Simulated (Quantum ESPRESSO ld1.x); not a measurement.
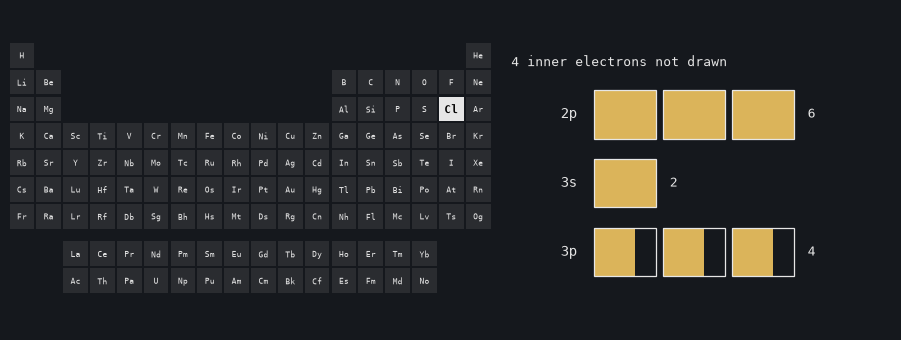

Figure 1. Left, the place of chlorine in the periodic table; right, the outer shells as the input fills them: a box for each of the 2l + 1 orbitals, shaded by the share of the shell that is filled, with the electron count at the right.

**Cl⁺: atomic calculation**

Cl⁺, configuration typed as [Ne] 3s2 3p4. Computed at this level: radial all-electron Kohn-Sham run of Quantum ESPRESSO ld1.x with rel=1, dft='PBE' as typed.

Input:
```
 &input
    zed=17.0,
    iswitch=1,
    rel=1,
    dft='PBE',
    config='[Ne] 3s2 3p4',
    rmax=5000.0,
    prefix='ld1',
    max_out_wfc=37,
    file_charge='ld1.rho',
 /
```

Run as:
```bash
OMP_NUM_THREADS=1 ld1.x < ld1.in > ld1.out
```

The program's output:
```
     Program LD1 v.7.5 starts

     --------------------------- All-electron run ----------------------------

     scalar relativistic calculation

     atomic number is 17.00
     dft =PBE   lsd =0 sic =0 latt =0  beta=0.20 tr2=1.0E-14
     Exchange-correlation= PBE
                           (   1   4   3   4   0   0   0)
     mesh =2419 r(mesh) =4968.06971 a.u. xmin = -8.00 dx = 0.00800
     1 Ry =  13.60569312 eV, c = 137.03599908

     n l     nl                  e(Ry)          e(Ha)          e(eV)
     1 0     1S 1( 2.00)      -203.1800      -101.5900     -2764.4048
     2 0     2S 1( 2.00)       -19.5157        -9.7578      -265.5241
     2 1     2P 1( 6.00)       -15.0295        -7.5148      -204.4869
     3 0     3S 1( 2.00)        -2.3589        -1.1794       -32.0941
     3 1     3P 1( 4.00)        -1.4278        -0.7139       -19.4258

     final scf error:  9.8E-16 reached in  28 iterations

     Etot =    -921.847578 Ry,    -460.923789 Ha,  -12542.375246 eV

     Ekin =     926.051099 Ry,     463.025549 Ha,   12599.567069 eV
     Encl =   -2184.541324 Ry,   -1092.270662 Ha,  -29722.198865 eV
     Eh   =     392.060030 Ry,     196.030015 Ha,    5334.248452 eV
     Exc  =     -55.417383 Ry,     -27.708691 Ha,    -753.991902 eV

     normalization and overlap integrals

     s(1S/1S) =  1.000000  <r> =   0.0910  <r2> =    0.0111  r(max) =   0.0593
     s(1S/2S) = -0.001226
     s(1S/3S) = -0.000397
     s(2S/2S) =  1.000000  <r> =   0.4440  <r2> =    0.2343  r(max) =   0.3616
     s(2S/3S) = -0.000209
     s(2P/2P) =  1.000000  <r> =   0.4067  <r2> =    0.2061  r(max) =   0.3008
     s(2P/3P) = -0.000154
     s(3S/3S) =  1.000000  <r> =   1.4895  <r2> =    2.5639  r(max) =   1.2697
     s(3P/3P) =  1.000000  <r> =   1.7060  <r2> =    3.4381  r(max) =   1.3865

     ------------------------ End of All-electron run ------------------------
```

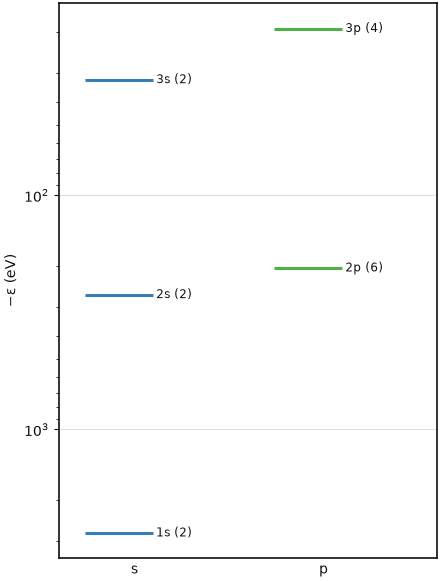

Figure 2. All occupied levels, on a logarithmic scale of binding energy, are drawn by angular momentum (occupations in brackets). They are the filled levels of this odd run. The highest occupied level is 3p at −19.4 eV. From the top down the occupied levels run 3p (−19.4 eV), 3s (−32.1 eV), 2p (−204.5 eV), 2s (−265.5 eV), 1s (−2764 eV).

Outcome:

- outcome: converged
- total energy: −460.923789 hartree
- kinetic energy: 463.025550 hartree
- electron–nucleus energy: −1092.2707 hartree
- Hartree energy: 196.030015 hartree
- exchange–correlation energy: −27.708692 hartree
- SCF iterations: 28
- hardware: 1 CPU thread, shared host
- wall time: 0.63 s

What is odd here:

One thing in this input was made odd on purpose: rmax very large. The program ran to the end, and its total energy equals that of the same run with the usual input (−460.92379 hartree) within 10⁻⁵ hartree, so the oddity leaves no trace in it.
